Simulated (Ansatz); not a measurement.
# One shape, several levels: doublet CH3Cl+

Wanted: a comparison of 6 runs (UHF/3-21G, UB3LYP/6-31G*, UB2PLYP/def2-TZVPP, UBLYP/def2-TZVPP, UMP2/def2-TZVPP, UCCSD(T)/def2-TZVPP) of doublet CH3Cl+. 

The calculation is run with Ansatz 0.2.0.

44 further runs of the same task are left out: 44 set aside as unsound or not needed.

**1. The system as given**

The species is CH3Cl+ (5 atoms), meant as a doublet with charge +1. As SMILES of the parent species, `CCl`. The coordinates come from a PBE0-D4/def2-TZVP relaxation. That shape belongs to the parent species and isn't relaxed for this state.

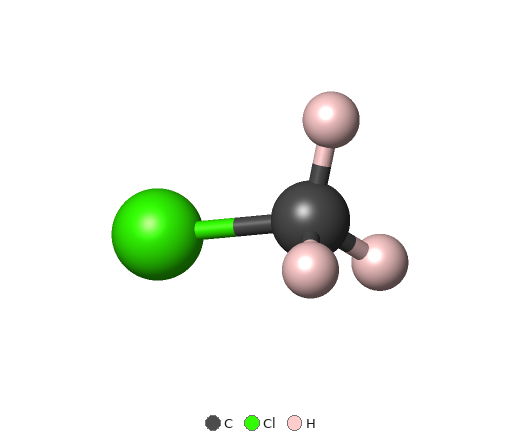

The structure, seen from a chosen angle (carbon dark grey, chlorine green, hydrogen pink).

**2. The energy at UHF/3-21G (run 1)**

run.yaml

```yaml
crystal:
  periodic: [false, false, false]
  atoms:
    - {symbol: C, position_ang: [-0.120900, 0.010000, 0.051300]}
    - {symbol: Cl, position_ang: [1.469400, -0.290800, -0.672500]}
    - {symbol: H, position_ang: [-0.284800, -0.715400, 0.844700]}
    - {symbol: H, position_ang: [-0.880000, -0.097100, -0.720100]}
    - {symbol: H, position_ang: [-0.133800, 1.019700, 0.455100]}
basis:
  gaussian:
    orbitals: 3-21G.json
total_charge: 1
magnetization:
  spin_polarized: true
  initial_magnetization: 1
hamiltonian:
  xc: hf
accuracy: high
output:
  orbitals: {seedname: orbitals}
```

The basis set 3-21G is read from a file made from the Basis Set Exchange's data (not shown).

Started as:

```sh
$ ansatz run run.yaml --threads 1 --pin off --max-ram 3480MiB --events-out events.jsonl --progress --plain --runs-dir runs
```

The log of the run:

```text
Warning: RAYON_NUM_THREADS=1 ignored (pool sized by the plan → 1); use --threads N
Functional definition: HF
  name "HF"
  exchange = exact_x
  correlation = 0
589 factors; integrals over basis functions are off by at most 5.6e-9 eV
mean field evaluation 1: about -13503.6733 eV, gradient 1.0e1 eV
mean field evaluation 2: about -13503.8061 eV, gradient 1.0e1 eV
mean field evaluation 4: about -13504.7592 eV, gradient 1.8e0 eV
mean field evaluation 8: about -13504.8751 eV, gradient 8.3e-2 eV
mean field evaluation 16: about -13504.8752 eV, gradient 3.3e-2 eV
mean field evaluation 32: about -13504.8752 eV, gradient 9.8e-5 eV
mean field evaluation 64: about -13504.8741 eV, gradient 3.3e-1 eV
mean field evaluation 96: about -13504.8751 eV, gradient 1.9e-5 eV
mean field evaluation 128: about -13504.8751 eV, gradient 1.5e-4 eV
mean field evaluation 160: about -13504.8752 eV, gradient 6.4e-4 eV
mean field evaluation 192: about -13504.8752 eV, gradient 2.6e-5 eV
mean field -13504.87524722 eV, -496.2950114023 hartree, gradient 1.5e-8 eV, S^2 0.753888; 2 other end points of the search recorded, 0 dependent functions left out
reference -13504.87524722 eV, -496.2950114023 hartree; 13, 12 occupied and 15, 16 virtual orbitals, 589 factors
Total energy: -13504.87524722 eV, -496.2950114023 hartree
```

Run time: 0.76 s. Hardware: 1 thread of Arm Neoverse V2, shared host.

**3. The energy at UB3LYP/6-31G(d) (spherical functions) (run 2)**

in.yaml

```yaml
crystal:
  periodic: [false, false, false]
  atoms:
    - {symbol: C, position_ang: [-0.120900, 0.010000, 0.051300]}
    - {symbol: Cl, position_ang: [1.469400, -0.290800, -0.672500]}
    - {symbol: H, position_ang: [-0.284800, -0.715400, 0.844700]}
    - {symbol: H, position_ang: [-0.880000, -0.097100, -0.720100]}
    - {symbol: H, position_ang: [-0.133800, 1.019700, 0.455100]}
basis:
  gaussian: {orbitals: 6-31G_st_-spherical.json}
total_charge: 1
magnetization: {spin_polarized: true, initial_magnetization: 1}
hamiltonian: {xc: {name: B3LYP}}
accuracy: high
output: {orbitals: {seedname: orbitals}}
```

The basis set 6-31G* is read from a file made from the Basis Set Exchange's data (not shown).

Started as:

```sh
$ ansatz run in.yaml --threads 1 --pin off --max-ram 3480MiB --events-out events.jsonl --progress --plain --runs-dir runs
```

The log of the run:

```text
Warning: RAYON_NUM_THREADS=1 ignored (pool sized by the plan → 1); use --threads N
Functional definition: B3LYP
  name "B3LYP"
  parameter a0 = 0.2
  parameter ax = 0.72
  parameter ac = 0.81
  exchange = (1 - a0 - ax)*slater_x + ax*b88_x + a0*exact_x
  correlation = (1 - ac)*vwn_rpa_c + ac*lyp_c
820 factors; integrals over basis functions are off by at most 3.6e-9 eV
mean field evaluation 1: about -13591.7093 eV, gradient 3.4e1 eV
mean field evaluation 2: about -13584.4784 eV, gradient 4.5e1 eV
mean field evaluation 4: about -13597.1523 eV, gradient 1.4e0 eV
mean field evaluation 8: about -13597.2654 eV, gradient 3.9e-2 eV
mean field evaluation 16: about -13597.2655 eV, gradient 8.4e-4 eV
mean field evaluation 32: about -13597.2655 eV, gradient 1.1e-7 eV
mean field evaluation 64: about -13597.2654 eV, gradient 4.3e-6 eV
mean field -13597.26550297 eV, -499.6902906767 hartree, gradient 5.9e-8 eV, S^2 0.752414; 2 other end points of the search recorded, 0 dependent functions left out
reference -13597.26553087 eV, -499.6902917020 hartree; 13, 12 occupied and 25, 26 virtual orbitals, 820 factors
Total energy: -13597.26553087 eV, -499.6902917020 hartree
```

It took 12 s on 1 thread of Arm Neoverse V2, shared host; peak memory 0.15 GiB.

Runs 3 to 4 aren't shown in full; the table further down has their settings and results.

**4. A single-point energy at UMP2/def2-TZVPP (run 5)**

molecule.yaml

```yaml
crystal:
  periodic: [false, false, false]
  atoms:
    - {symbol: C, position_ang: [-0.120900, 0.010000, 0.051300]}
    - {symbol: Cl, position_ang: [1.469400, -0.290800, -0.672500]}
    - {symbol: H, position_ang: [-0.284800, -0.715400, 0.844700]}
    - {symbol: H, position_ang: [-0.880000, -0.097100, -0.720100]}
    - {symbol: H, position_ang: [-0.133800, 1.019700, 0.455100]}
basis:
  gaussian: {orbitals: def2-TZVPP}
accuracy: high
correlation: {method: mp2, frozen_orbitals: {C: 1, Cl: 5, H: 0}}
total_charge: 1
magnetization: {spin_polarized: true, initial_magnetization: 1}
```

Started as:

```sh
$ ansatz run molecule.yaml --threads 1 --pin off --max-ram 3480MiB --events-out events.jsonl --progress --plain --runs-dir runs
```

The log of the run, shortened:

```text
Warning: RAYON_NUM_THREADS=1 ignored (pool sized by the plan → 1); use --threads N
Functional definition: HF
  name "HF"
[...]
1908 factors; integrals over basis functions are off by at most 4.0e-9 eV
[...]
mean field -13572.05939346 eV, -498.7639832373 hartree, gradient 2.6e-10 eV, S^2 0.762411; 5 other end points of the search recorded, 0 dependent functions left out
6 core orbitals not correlated: weight in the atoms' cores, before any rotation towards them, 1.000 or more for the frozen orbitals, at most 0.000 for the correlated occupied ones
reference -13572.05939346 eV, -498.7639832373 hartree; 7, 6 occupied and 102, 103 virtual orbitals, 1908 factors
second order -8.98851988 eV of doubles, -0.00000000 eV of singles
Total energy: -13581.04791333 eV, -499.0943052501 hartree
```

It took 42 s on 1 thread of Arm Neoverse V2, shared host; peak memory 0.33 GiB.

**5. A single-point energy at UCCSD(T)/def2-TZVPP (run 6)**

input.yaml

```yaml
crystal:
  periodic: [false, false, false]
  atoms:
    - {symbol: C, position_ang: [-0.120900, 0.010000, 0.051300]}
    - {symbol: Cl, position_ang: [1.469400, -0.290800, -0.672500]}
    - {symbol: H, position_ang: [-0.284800, -0.715400, 0.844700]}
    - {symbol: H, position_ang: [-0.880000, -0.097100, -0.720100]}
    - {symbol: H, position_ang: [-0.133800, 1.019700, 0.455100]}
basis:
  gaussian: {orbitals: def2-TZVPP}
total_charge: 1
magnetization: {spin_polarized: true, initial_magnetization: 1}
correlation: {method: ccsd_t, frozen_orbitals: {C: 1, Cl: 5, H: 0}}
accuracy: high
scf: {omitted_lower_state_checks: [cluster_reference, increment]}
```

Started as:

```sh
$ ansatz run input.yaml --threads 1 --pin off --max-ram 3480MiB --events-out events.jsonl --progress --plain --runs-dir runs
```

The log of the run, shortened:

```text
Warning: RAYON_NUM_THREADS=1 ignored (pool sized by the plan → 1); use --threads N
Functional definition: HF
  name "HF"
[...]
1908 factors; integrals over basis functions are off by at most 4.0e-9 eV
[...]
mean field -13572.05939346 eV, -498.7639832373 hartree, gradient 2.6e-10 eV, S^2 0.762411; 5 other end points of the search recorded, 0 dependent functions left out
6 core orbitals not correlated: weight in the atoms' cores, before any rotation towards them, 1.000 or more for the frozen orbitals, at most 0.000 for the correlated occupied ones
reference -13572.05939346 eV, -498.7639832373 hartree; 7, 6 occupied and 102, 103 virtual orbitals, 1908 factors
second order -8.98851988 eV of doubles, -0.00000000 eV of singles
cycle   1  -9.69016946 eV  change   -7.0e-1 eV  update   6.8e-2
[...]
cycle  30  -10.02785032 eV  change  -4.3e-11 eV  update  6.7e-10
perturbative correction -0.37975347 eV, -0.0139556828 hartree
Total energy: -13582.46699725 eV, -499.1464556222 hartree
Checks for a lower state left out: cluster_reference, increment
```

It took 1.7 min on 1 thread of Arm Neoverse V2, shared host; peak memory 2.1 GiB.

**6. The series**

```tsv
run	level	frozen core orbitals	energy (Eh)	HOMO energy (eV)	LUMO energy (eV)	⟨S²⟩	wall time
1	UHF/3-21G	–	-496.295011	-20.57	-9.34	0.754	0.76 s
2	UB3LYP/6-31G* (spherical functions)	–	-499.690292	-16.57	-14.42	0.752	12 s
3	UB2PLYP/def2-TZVPP	6	-499.554693	-18.22	-12.20	0.757	2.2 min
4	UBLYP/def2-TZVPP	–	-499.707983	-15.15	-15.01	0.752	38 s
5	UMP2/def2-TZVPP	6	-499.094305	–	–	0.762	42 s
6	UCCSD(T)/def2-TZVPP	6	-499.146456	–	–	0.762	1.7 min
```

**7. Summary of results**

| quantity | value |
| --- | --- |
| run 6: total energy | -499.14646 Eh |
| run 6: correlation energy (6 core orbitals frozen) | -382.5 mEh |
| run 6: (T) correction | -13.96 mEh |
| run 6: ⟨S²⟩ of the reference determinant | 0.762 |
| run 6: T1 diagnostic | 0.021 |

What this shows: Totals of different functionals can't be ranked against each other. All runs together took 5.5 min, the longest 2.2 min.
